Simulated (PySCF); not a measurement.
**H$_{2}$S, SMILES `S`: what the electrons do**

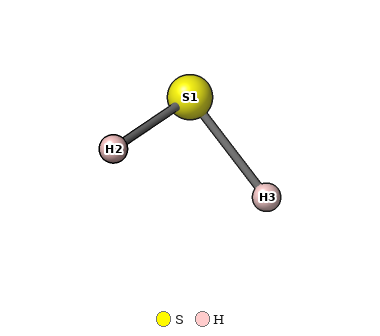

The molecule, with its atoms numbered as below. No frequency check shows the geometry to be a minimum.

Coordinates in Å:

```
S1       0.0000   -0.1021    0.0000
H2       0.9574    0.8165    0.0000
H3      -0.9574    0.8166    0.0000
```

Part 1: Excited states

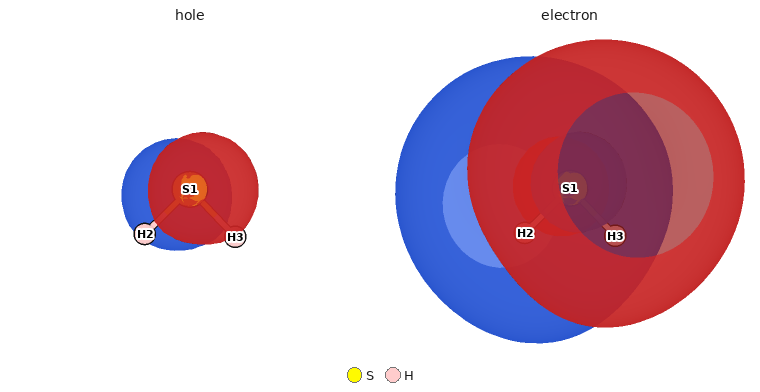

Leading natural transition orbital pair of S₅ (full linear response singlet states); the surfaces enclose about 78 % of each orbital's density.

Level of theory: CAM-B3LYP/def2-SVPD (PySCF), at a geometry from GFN2-xTB.

Q: Where does the state lie, and where do hole and electron sit?

A: 8.65 eV (143 nm), f = 0.011, diffuse (Rydberg-like) orbital; the leading pair carries 91 %; hole on S1 (89 %) and H2 and H3 (6 % each), electron on S1 (82 %) and H2 and H3 (9 % each) (atom shares of so diffuse an orbital are rough); their centroids lie 0.1 Å apart. In canonical orbitals it is mainly HOMO → LUMO+4 (91 %). The HOMO–LUMO gap is 9.70 eV.

Part 2: Removing or adding an electron

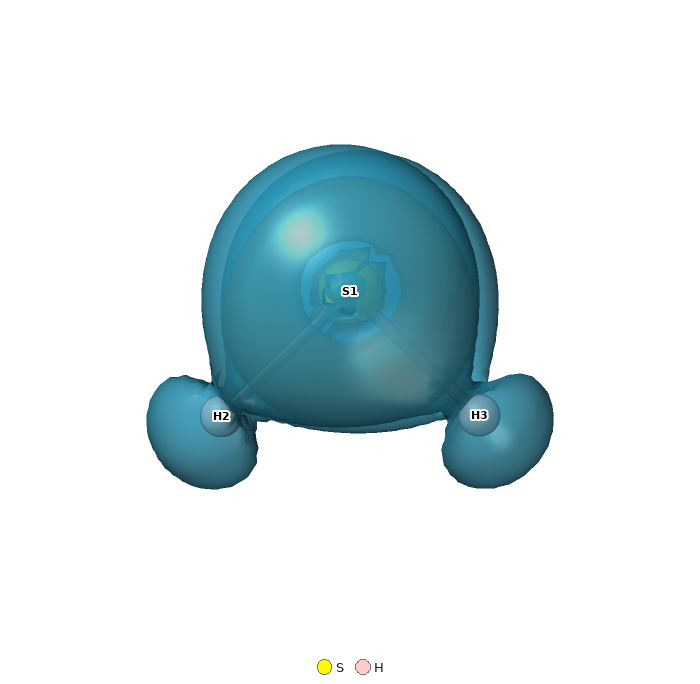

Fukui function f⁻ = ρ(N) − ρ(N−1) at fixed geometry, surfaces at ±0.04 e/Å³ (light blue positive, orange negative).

Level of theory: M06-2X/def2-SVP (PySCF), at a geometry from GFN2-xTB.

Q: Which atoms respond most to the removal of an electron?

A: f⁻ (Hirshfeld-condensed) is largest on S1 (0.76); the vertical ionisation energy is 10.37 eV. Condensed values hint at sites of electrophilic attack but needn't mark the atom that reacts. Orbital relaxation makes it negative in places (0.12 e in all).

Part 3: Stretching a bond

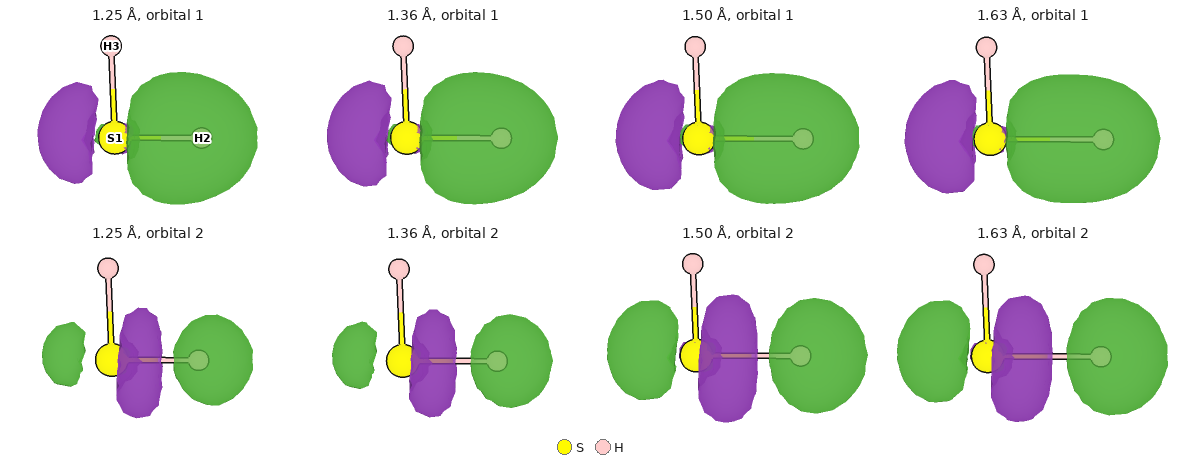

Rigid stretch of the S1–H2 bond. The two CASSCF(2,2) natural orbitals nearest half filling (orbital 1 the more occupied).

Level of theory: 6-31+G* basis (PySCF), at a geometry from GFN2-xTB.

Q: How do the occupations change along the stretch?

A: 1.25 Å: 1.98 and 0.02; 1.36 Å: 1.98 and 0.02; 1.50 Å: 1.96 and 0.04; 1.63 Å: 1.94 and 0.06. At the longest distance computed (3.81 Å) they are 1.10 and 0.90, and the effective number of unpaired electrons is 2.0.

Q: Where does the UHF solution part from RHF?

A: Between 1.63 Å (⟨S²⟩ = 0, the two coincide) and 1.84 Å (⟨S²⟩ = 0.18); at 3.81 Å ⟨S²⟩ is 1.00 and UHF lies 4.6 eV below RHF.

Q: How much energy does the stretch cost?

A: By CASSCF, 3.4 eV from the lowest point of the scan (1.36 Å) to 3.81 Å; RHF gives 7.4 eV from its own lowest point. The fragments aren't relaxed and dynamic correlation is missing, so this isn't a bond dissociation energy.
